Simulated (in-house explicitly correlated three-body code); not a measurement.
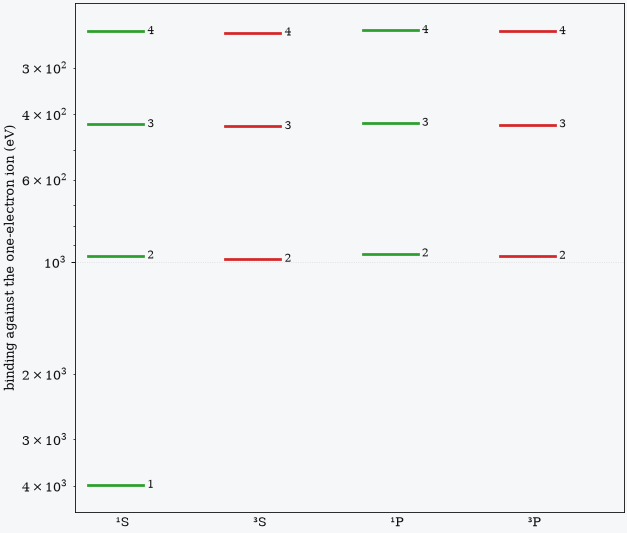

Two electrons around a point charge Z = 17.735. Computed variationally in 260 exponentially correlated functions with an in-house code, non-relativistic, converged to about 10⁻⁸ of the energy. The plot shows the bound S and P states that converged, by term and principal number n, on a logarithmic scale of binding.

Question: Describe the level scheme.

Answer: The ground state is bound by 3982 eV. The n = 2 states drawn run, from the deepest, 2 ³S (980.5 eV), 2 ³P (962.9 eV), 2 ¹S (961.1 eV), 2 ¹P (948.7 eV). Exchange puts 2 ³S below 2 ¹S by 19.4 eV and 2 ³P below 2 ¹P by 14.3 eV. Quantum defects n − (Z − 1)/√(2 E(binding)): 2 ³S 0.029, 2 ³P 0.011, 2 ¹S 0.009, 2 ¹P −0.004.
